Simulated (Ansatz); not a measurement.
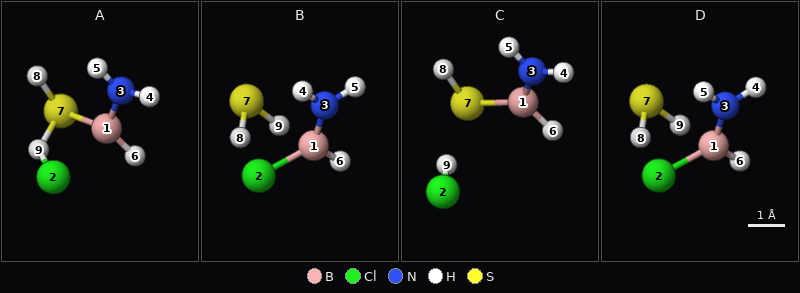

4 geometries from a converged minimum-energy path of BNH₅SCl, made up of BNH3Cl and H$_{2}$S, shuffled. The picture is a ball-and-stick view, seen from a free direction.

The calculation used RKS PBE0/def2-SVP in Ansatz 0.2.0. Set-up: 5 movable images; climbing image; force threshold 0.03 eV/Å; iteration limit 60; starting path through a guess of the saddle point.

Which frame is the top of the path?

A. In order along the path, whose images run from 0 to 6: B (image 1, −0.3 kJ/mol), D (image 2, −0.2 kJ/mol), A (image 4, +114.5 kJ/mol), C (image 6, +15.8 kJ/mol). Breaking: B1–Cl2 (1.78 → 2.20 at the top → 3.75 Å), S7–H9 (1.35 → 1.52 at the top → 2.38 Å). Forming: B1–S7 (3.85 → 2.00 at the top → 1.83 Å), Cl2–H9 (2.74 → 1.69 at the top → 1.30 Å).

Limits of the set-up: the start holds two separate molecules, 2.7 Å apart at their closest, whose relative position is a soft coordinate and is computed without a dispersion correction.

The run took 7.4 min on 2 threads of Arm Neoverse V2 (shared host), peak memory 0.2 GiB.
